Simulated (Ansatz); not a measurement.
WHBrClF5: geometry relaxation

System: WHBrClF5.
Method: RHF/def2-SVP (Ansatz 0.2.0).

The input holds or restrains some coordinates. It belongs to a series of runs on one base structure; here: pulled along the bonds that form and break, towards end A. Figures and captions count atoms from 1; the log counts them from 0 in places.

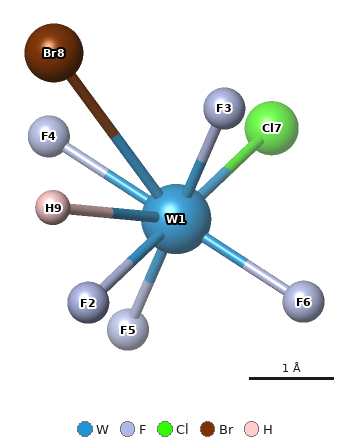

The structure as given in the input (ball-and-stick view, seen at a tilt; atoms are numbered from 1 in the order of the input). Sticks mark near contacts. Bond lengths as drawn: Br–W 2.87 Å, Cl–W 2.39 Å, F–W 1.85 to 2.20 Å and H–W 2.44 Å.

## The input
```yaml
crystal:
  periodic: [false, false, false]
  atoms:
    - { symbol: W, position_ang: [0.0, 0.0, 0.0] }
    - { symbol: F, position_ang: [0.0, 0.0, 2.2] }
    - { symbol: F, position_ang: [1.85, 0.0, 0.0] }
    - { symbol: F, position_ang: [0.0, 1.85, 0.0] }
    - { symbol: F, position_ang: [-1.85, 0.0, 0.0] }
    - { symbol: F, position_ang: [0.0, -1.85, 0.0] }
    - { symbol: Cl, position_ang: [0.0, 0.0, -2.39] }
    - { symbol: Br, position_ang: [1.8861, 1.9648, 0.905] }
    - { symbol: H, position_ang: [0.861, 0.8969, 2.1051] }
basis:
  gaussian: { orbitals: def2-SVP }
hamiltonian:
  xc: hf
relax:
  f_tol: 0.15
  max_steps: 25
  restrain:
    - { distance: [0, 7], at: 3.77, k: 30.0 }
    - { distance: [8, 1], at: 2.12, k: 30.0 }
    - { distance: [0, 1], at: 1.85, k: 30.0 }
    - { distance: [8, 7], at: 1.55, k: 30.0 }
output:
  orbitals: {}
```

Command:
```bash
ansatz run input.yaml --threads 4 --pin off --max-ram 5120MiB --backend cpu --events-out ev --progress --plain --runs-dir out
```

## The program's output
```
The last accepted step is kept in [file] (removed where the run ends without a failure and the disk answers)
Engine: ansatz 0.2.0, aarch64-unknown-linux-gnu
Functional definition: HF
  exchange = exact_x
  correlation = 0
1601 factors; integrals over basis functions are off by at most 3.5e-4 eV
mean field evaluation 1: about -97812.5491 eV, gradient 8.3e1 eV
mean field evaluation 2: about -97812.8155 eV, gradient 8.3e1 eV
mean field evaluation 4: about -97824.1350 eV, gradient 3.7e1 eV
mean field evaluation 8: about -97827.3737 eV, gradient 1.2e0 eV
mean field evaluation 16: about -97827.5125 eV, gradient 5.2e-1 eV
mean field evaluation 32: about -97823.5029 eV, gradient 4.1e1 eV
mean field evaluation 64: about -97827.4816 eV, gradient 4.6e-1 eV
mean field evaluation 96: about -97824.5887 eV, gradient 1.3e0 eV
mean field evaluation 128: about -97825.1537 eV, gradient 1.7e0 eV
mean field evaluation 160: about -97822.5431 eV, gradient 6.7e0 eV
mean field -97827.52054920 eV, -3595.0950703079 hartree, gradient 1.2e-5 eV, S^2 0.000000; 0 other end points of the search recorded, 0 dependent functions left out
the calculation of the forces begins
reference -97827.52054920 eV, -3595.0950703079 hartree; 56, 56 occupied and 101, 101 virtual orbitals, 1601 factors
relax step   1: F+E_penalty+E_count = -97827.52054920 eV  Δ(F+E_penalty+E_count) = +0.000e0 eV  max|allowed force component| = 7.154e0 eV/Å  E_restraint = 27.31962439 eV  max|allowed force component, restraints' pulls added| = 2.427e1 eV/Å  Δτ_max = 0.0000 Å  (236 SCF iters, accepted)
  distance W 0 - Br 7 = 2.8700 Å
  distance H 8 - F 1 = 1.2469 Å
  distance W 0 - F 1 = 2.2000 Å
  distance H 8 - Br 7 = 1.9056 Å
these checks for a lower state are left out or cut short: starts, cluster_reference, orbital_swaps, neighbouring_geometries, increment
1601 factors; integrals over basis functions are off by at most 4.6e-4 eV
mean field -97830.04098818 eV, -3595.1876947323 hartree, gradient 2.0e-5 eV, S^2 0.000000; 0 other end points of the search recorded, 0 dependent functions left out
[... from here on the field's lines of each further geometry are left out, up to the last ...]
relax step   2: F+E_penalty+E_count = -97830.04098818 eV  Δ(F+E_penalty+E_count) = -2.520e0 eV  max|allowed force component| = 6.226e0 eV/Å  E_restraint = 13.87070252 eV  max|allowed force component, restraints' pulls added| = 2.072e1 eV/Å  Δτ_max = 0.1950 Å  (70 SCF iters, accepted)
relax step   3: F+E_penalty+E_count = -97832.25349313 eV  Δ(F+E_penalty+E_count) = -2.213e0 eV  max|allowed force component| = 4.898e0 eV/Å  E_restraint = 4.91747742 eV  max|allowed force component, restraints' pulls added| = 1.156e1 eV/Å  Δτ_max = 0.1949 Å  (48 SCF iters, accepted)
relax step   4: F+E_penalty+E_count = -97834.11919747 eV  Δ(F+E_penalty+E_count) = -1.866e0 eV  max|allowed force component| = 3.851e0 eV/Å  E_restraint = 0.72295854 eV  max|allowed force component, restraints' pulls added| = 4.579e0 eV/Å  Δτ_max = 0.1938 Å  (43 SCF iters, accepted)
relax step   5: F+E_penalty+E_count = -97835.05522512 eV  Δ(F+E_penalty+E_count) = -9.360e-1 eV  max|allowed force component| = 1.644e0 eV/Å  E_restraint = 0.04638550 eV  max|allowed force component, restraints' pulls added| = 1.135e0 eV/Å  Δτ_max = 0.1924 Å  (45 SCF iters, accepted)
relax step   6: F+E_penalty+E_count = -97835.30865507 eV  Δ(F+E_penalty+E_count) = -2.534e-1 eV  max|allowed force component| = 1.392e0 eV/Å  E_restraint = 0.07268086 eV  max|allowed force component, restraints' pulls added| = 2.310e-1 eV/Å  Δτ_max = 0.2000 Å  (43 SCF iters, accepted)
relax step   7: F+E_penalty+E_count = -97835.36874930 eV  Δ(F+E_penalty+E_count) = -6.009e-2 eV  max|allowed force component| = 1.485e0 eV/Å  E_restraint = 0.06722375 eV  max|allowed force component, restraints' pulls added| = 1.288e-1 eV/Å  Δτ_max = 0.1862 Å  (42 SCF iters, accepted)
relax step   8: F+E_penalty+E_count = -97835.38885700 eV  Δ(F+E_penalty+E_count) = -2.011e-2 eV  max|allowed force component| = 1.625e0 eV/Å  E_restraint = 0.07932508 eV  max|allowed force component, restraints' pulls added| = 5.725e-1 eV/Å  Δτ_max = 0.1942 Å  (41 SCF iters, accepted)
the calculation of the forces begins
reference -97835.39643902 eV, -3595.3845039204 hartree; 56, 56 occupied and 101, 101 virtual orbitals, 1603 factors
relax step   9: F+E_penalty+E_count = -97835.39643902 eV  Δ(F+E_penalty+E_count) = -7.582e-3 eV  max|allowed force component| = 1.526e0 eV/Å  E_restraint = 0.07190086 eV  max|allowed force component, restraints' pulls added| = 5.910e-2 eV/Å  Δτ_max = 0.0246 Å  (42 SCF iters, accepted)
  distance W 0 - Br 7 = 3.7946 Å
  distance H 8 - F 1 = 2.1276 Å
  distance W 0 - F 1 = 1.8449 Å
  distance H 8 - Br 7 = 1.4859 Å
1603 factors; integrals over basis functions are off by at most 7.1e-4 eV
mean field evaluation 256: about -97834.9140 eV, gradient 1.9e0 eV
```

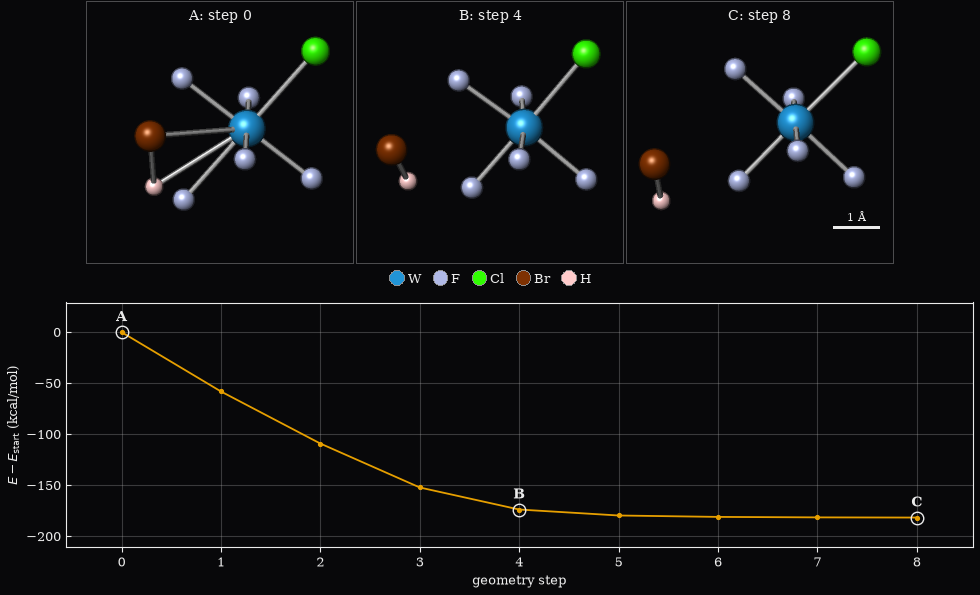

Frames of the restrained relaxation (ball-and-stick view, seen at a tilt) above the curves, on which the letters mark them (the first geometry is step 0 here and step 1 in the log).

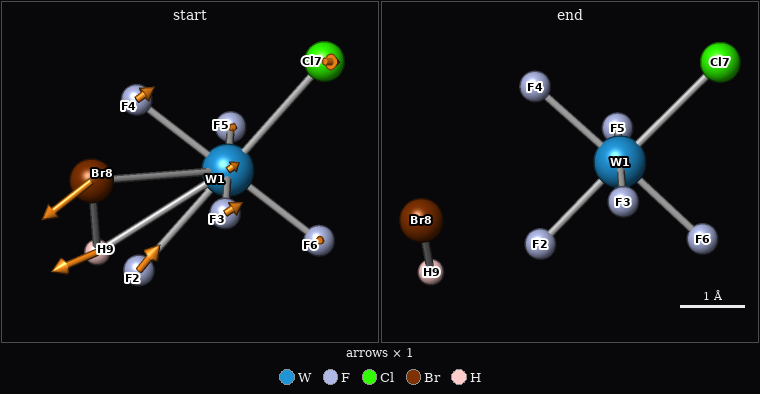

Before (left) and after (right) the restrained relaxation, at one scale (ball-and-stick view, seen at a tilt). The orange arrows give the displacements, at true length. The largest move after the best rigid fit is that of Br8, 1.00 Å. Largest moves by element: Br 1.00 Å, H 0.86 Å, F 0.56 Å, Cl 0.36 Å, W 0.23 Å. Distances before and after: W1–H9 2.445 → 3.507 Å, W1–Br8 2.870 → 3.795 Å, Br8–H9 1.906 → 1.486 Å, W1–F2 2.200 → 1.845 Å. New bonds form: Br8–H9 (1.91 → 1.49 Å). Bonds break: W1–Br8 (2.87 → 3.79 Å). Among the angles that change: F3–W1–F4 90.0° → 93.5°, F3–W1–F5 180.0° → 176.7°, F2–W1–F5 90.0° → 87.6°. Over 8 geometry steps the energy falls by 181.6 kcal/mol. The largest force component goes from 7.2 to 1.5 eV/Å. (Atoms are counted from 1 in the order of the input.)

```
mean field -97835.39643902 eV, -3595.3845039204 hartree, gradient 2.3e-5 eV, S^2 0.000000; 1 other end points of the search recorded, 0 dependent functions left out
the calculation of the forces begins
reference -97835.39643902 eV, -3595.3845039204 hartree; 56, 56 occupied and 101, 101 virtual orbitals, 1603 factors
Total energy: -97835.39643902 eV, -3595.3845039204 hartree
Atom 0 at    -0.090633    -0.087358    -0.185895 Å, force    -0.454369    -0.465483    -0.255672 eV/Å
Atom 1 at     0.038708     0.055310     1.648961 Å, force    -0.136463    -0.143694    -0.198384 eV/Å
Atom 2 at     1.719330    -0.133760    -0.321507 Å, force     0.035891     0.010170    -0.006814 eV/Å
Atom 3 at    -0.165762     1.720694    -0.333611 Å, force     0.008211     0.034381    -0.009367 eV/Å
Atom 4 at    -1.905072    -0.116598     0.020761 Å, force    -0.018424     0.006909     0.001048 eV/Å
Atom 5 at    -0.091236    -1.901072     0.029496 Å, force     0.006859    -0.016331     0.007165 eV/Å
Atom 6 at    -0.304446    -0.319008    -2.433172 Å, force    -0.004007    -0.000398    -0.006334 eV/Å
Atom 7 at     2.190266     2.245359     1.751957 Å, force    -0.641805    -0.649034     1.526069 eV/Å
Atom 8 at     1.355945     1.398132     2.643110 Å, force     1.204106     1.223479    -1.057710 eV/Å
Dipole moment:    -0.083198    -0.085369    -0.076454 e Å
```

## Trajectory as extended XYZ (Å, eV, eV/Å), 9 frames, from step=1 to step=9
```
9
Properties=species:S:1:pos:R:3:forces:R:3 step=1 energy=-97827.52055
W     0.0000    0.0000    0.0000   -0.2504  -0.6334  -1.5237
F     0.0000    0.0000    2.2000    1.5363   1.6314  -1.8890
F     1.8500    0.0000    0.0000   -0.5569  -5.4711  -3.0793
F     0.0000    1.8500    0.0000   -6.3551  -0.5998  -3.6271
F    -1.8500    0.0000    0.0000    0.9101   0.1506   0.4725
F     0.0000   -1.8500    0.0000    0.1365   1.0227   0.4883
Cl    0.0000    0.0000   -2.3900    0.1073   0.1136   2.4046
Br    1.8861    1.9648    0.9050    4.9666   4.3368   7.1536
H     0.8610    0.8969    2.1051   -0.4945  -0.5507  -0.3999
9
Properties=species:S:1:pos:R:3:forces:R:3 step=2 energy=-97830.04099
W    -0.0708   -0.0756    0.0021    3.6240   3.9176  -0.6412
F    -0.0630   -0.0654    2.1249   -0.1789  -0.1806  -3.7838
F     1.8300   -0.0349   -0.0194   -3.6457  -3.1605  -1.2952
F    -0.0369    1.8295   -0.0211   -3.7192  -3.9441  -1.6567
F    -1.8613   -0.0014    0.0042   -0.4610  -0.3475   0.2421
F    -0.0013   -1.8617    0.0043   -0.3282  -0.6344   0.2199
Cl    0.0004    0.0004   -2.3701   -0.2651  -0.2897   2.3481
Br    1.9849    2.0657    1.0394    2.3082   1.8624   6.2264
H     0.9651    1.0051    2.0557    2.6660   2.7767  -1.6596
9
Properties=species:S:1:pos:R:3:forces:R:3 step=3 energy=-97832.25349
W    -0.1127   -0.1174    0.0048    4.6981   4.8976   0.0415
F    -0.1453   -0.1512    2.0271   -0.0419  -0.0388  -3.7763
F     1.7862   -0.0537   -0.0215   -3.1236  -1.8925  -0.4784
F    -0.0608    1.7825   -0.0264   -2.1340  -3.2526  -0.6514
F    -1.8698   -0.0075    0.0046   -2.0337  -0.3172   0.0659
F    -0.0071   -1.8717    0.0042   -0.2890  -2.1746   0.0450
Cl   -0.0049   -0.0053   -2.3486   -0.3875  -0.4158   1.7895
Br    2.0632    2.1423    1.1524    0.5036   0.2883   4.5292
H     1.0982    1.1437    2.0235    2.8080   2.9058  -1.5651
9
Properties=species:S:1:pos:R:3:forces:R:3 step=4 energy=-97834.11920
W    -0.1452   -0.1501   -0.0134    3.7578   3.8512  -0.6330
F    -0.1922   -0.1999    1.8819    0.1418   0.1523  -1.6695
F     1.7298   -0.0751   -0.0170   -2.0706  -1.0118   0.0013
F    -0.0836    1.7248   -0.0233   -1.1022  -2.1135  -0.0682
F    -1.9129   -0.0177    0.0010   -1.7799  -0.3585  -0.0783
F    -0.0163   -1.9170    0.0001   -0.3300  -1.8354  -0.0989
Cl   -0.0194   -0.0208   -2.3210   -0.4250  -0.4546   0.8710
Br    2.1598    2.2409    1.2884   -0.2233  -0.3292   2.6521
H     1.2272    1.2767    2.0235    2.0314   2.0994  -0.9764
9
Properties=species:S:1:pos:R:3:forces:R:3 step=5 energy=-97835.05523
W    -0.1408   -0.1449   -0.0731    0.6900   0.6973  -0.3156
F    -0.1548   -0.1599    1.7755   -0.0044   0.0019  -0.0996
F     1.6818   -0.1163   -0.0095   -0.2279  -0.3473  -0.0908
F    -0.1284    1.6771   -0.0188   -0.3724  -0.2122  -0.1073
F    -1.9503   -0.0516   -0.0222   -0.4479  -0.4289  -0.0662
F    -0.0465   -1.9542   -0.0252   -0.4034  -0.4536  -0.0710
Cl   -0.0706   -0.0757   -2.3280   -0.1826  -0.2004  -0.1662
Br    2.2483    2.3277    1.4355   -0.6463  -0.7004   1.6287
H     1.3085    1.3595    2.0860    1.5950   1.6435  -0.7119
9
Properties=species:S:1:pos:R:3:forces:R:3 step=6 energy=-97835.30866
W    -0.1179   -0.1141   -0.1148   -0.2044  -0.2365  -0.3149
F    -0.0944   -0.0820    1.7323    0.0197   0.0289  -0.0885
F     1.6973   -0.1156   -0.1197    0.0448  -0.1736  -0.0391
F    -0.1546    1.7004   -0.1370   -0.1603   0.0548  -0.0244
F    -1.9381   -0.1063   -0.0188   -0.1101  -0.1683  -0.0123
F    -0.0821   -1.9341   -0.0105   -0.1602  -0.0897  -0.0149
Cl   -0.1623   -0.1763   -2.3717   -0.0714  -0.0773  -0.1594
Br    2.2569    2.3114    1.5780   -0.6699  -0.6758   1.3916
H     1.3421    1.3783    2.2822    1.3118   1.3373  -0.7381
9
Properties=species:S:1:pos:R:3:forces:R:3 step=7 energy=-97835.36875
W    -0.1032   -0.0997   -0.1495   -0.3623  -0.3818  -0.3082
F    -0.0307   -0.0183    1.6928   -0.0242  -0.0237  -0.1000
F     1.7110   -0.1286   -0.2180    0.0193  -0.0692  -0.0181
F    -0.1632    1.7131   -0.2316   -0.0664   0.0187  -0.0177
F    -1.9225   -0.1180   -0.0018   -0.0418  -0.0594  -0.0017
F    -0.0948   -1.9187    0.0046   -0.0562  -0.0355   0.0055
Cl   -0.2304   -0.2457   -2.4038   -0.0340  -0.0286  -0.1042
Br    2.2281    2.2844    1.6598   -0.7029  -0.7122   1.4847
H     1.3527    1.3931    2.4676    1.2685   1.2916  -0.9404
9
Properties=species:S:1:pos:R:3:forces:R:3 step=8 energy=-97835.38886
W    -0.0942   -0.0922   -0.1855   -0.3906  -0.3988  -0.3399
F     0.0365    0.0511    1.6514   -0.1387  -0.1264  -0.3212
F     1.7184   -0.1382   -0.3163   -0.0845  -0.0032  -0.0096
F    -0.1718    1.7178   -0.3336    0.0093  -0.0698   0.0204
F    -1.9093   -0.1228    0.0195    0.0427   0.0034  -0.0252
F    -0.0973   -1.9065    0.0316    0.0073   0.0531  -0.0492
Cl   -0.2968   -0.3059   -2.4488    0.0082  -0.0190   0.2674
Br    2.1932    2.2478    1.7414   -0.6946  -0.6992   1.6247
H     1.3683    1.4106    2.6604    1.2409   1.2599  -1.1674
9
Properties=species:S:1:pos:R:3:forces:R:3 step=9 energy=-97835.39644
W    -0.0906   -0.0874   -0.1859   -0.4544  -0.4655  -0.2557
F     0.0387    0.0553    1.6490   -0.1365  -0.1437  -0.1984
F     1.7193   -0.1338   -0.3215    0.0359   0.0102  -0.0068
F    -0.1658    1.7207   -0.3336    0.0082   0.0344  -0.0094
F    -1.9051   -0.1166    0.0208   -0.0184   0.0069   0.0010
F    -0.0912   -1.9011    0.0295    0.0069  -0.0163   0.0072
Cl   -0.3044   -0.3190   -2.4332   -0.0040  -0.0004  -0.0063
Br    2.1903    2.2454    1.7520   -0.6418  -0.6490   1.5261
H     1.3559    1.3981    2.6431    1.2041   1.2235  -1.0577
```

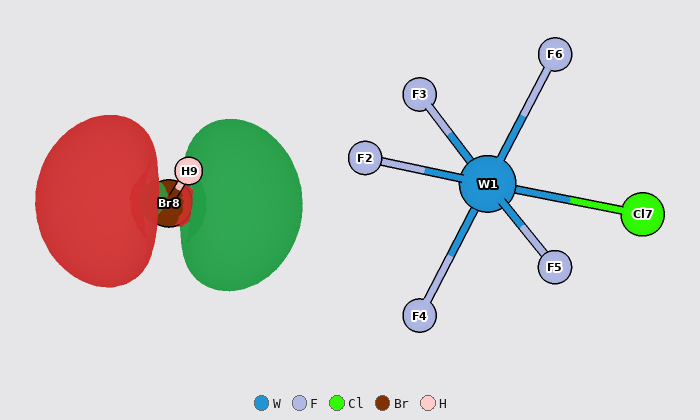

One frontier orbital at ±0.2 Å⁻³ᐟ² (green and red are the two phases), seen from the side. The HOMO−1, at −11.68 eV.

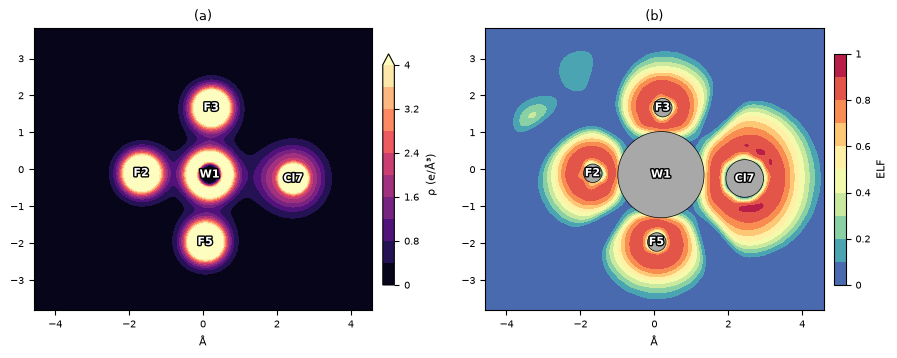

(a) total electron density; (b) ELF on the plane of atoms F5, W1 and Cl7. Grey discs, where drawn, cover atomic cores. The section cuts through W, F and Cl sites.

## Results in brief

| quantity | value |
| --- | --- |
| outcome | converged under the restraints of the input |
| total energy | −97835.3964 eV |
| mean-field energy | −97835.3964 eV |
| largest force (length of the vector) at the end, held atoms and coordinates included | 2.016 eV/Å |
| hardware | 4 threads of Arm Neoverse V1, 24 GiB of memory available, shared host |
| wall time | 38 s (CPU time 2.4 min) |
| peak memory | 0.57 GiB |
